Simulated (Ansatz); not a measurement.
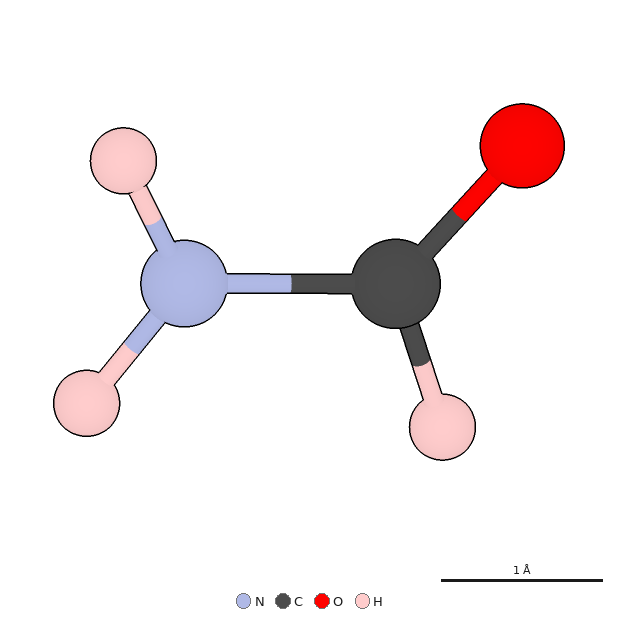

Figure made from data computed with Ansatz.

Question: Count the atoms of each element.

Answer: CH₃NO, 6 atoms: 1 carbon, 3 hydrogen, 1 nitrogen and 1 oxygen.

Question: Give the symmetry (Schoenflies symbol).

Answer: Cs.
